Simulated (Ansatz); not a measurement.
Bond-angle distributions (per cent of the angles at each element, bins of 10°) of a relaxed model of amorphous Ti₂₀Al₁₈C₁₂ at 3.72 g/cm³. These are PBE, scalar-relativistic without spin-orbit coupling (plane waves to 420 eV, PAW; Ansatz, an electronic-structure program) values and carry that method's errors.

The cell was made by melting and quenching with the CHGNet potential and then relaxed with DFT. The hot cell started wider than the set density and was brought back towards it in steps. It is the lowest in DFT energy of 2 quenches. It is a model cell: composition and starting density were chosen by hand, and all elements were melted together. No dispersion term was used. Its density started from a set value of 3.76 and ended at 3.72 g/cm³. The simulated quench (nominally 380 K/ps over its main leg) is rapid and tends to freeze in more defects than a deposited or slowly cooled glass has. One small periodic cell is one sample of the glass; other quenches scatter about these values. Volume and shape were free in the relaxation. On a 2×2×2 Γ-centred mesh force components of up to 0.23 eV/Å stay, since the relaxation ran on one k-point at (1/4, 1/4, 1/4).

Cut-offs for bonds: Ti-Ti 3.68 Å, Ti-Al 3.46 Å, Ti-C 2.74 Å, Al-Al 3.00 Å, Al-C 2.40 Å, C-C 1.68 Å.

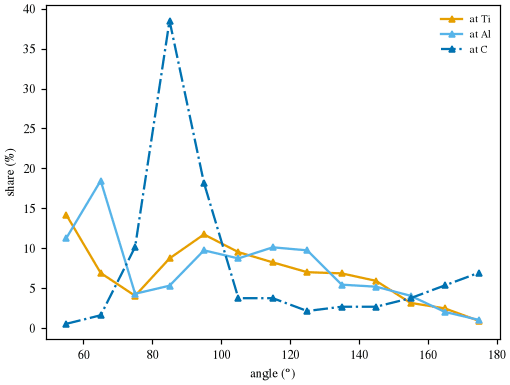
Fig. 1. Bond-angle distributions

They go with these counts of neighbours within the cut-offs, cation contacts included: Ti mean 14.7, most often 15; Al mean 9.8, most often 9; C mean 6.1, most often 6.
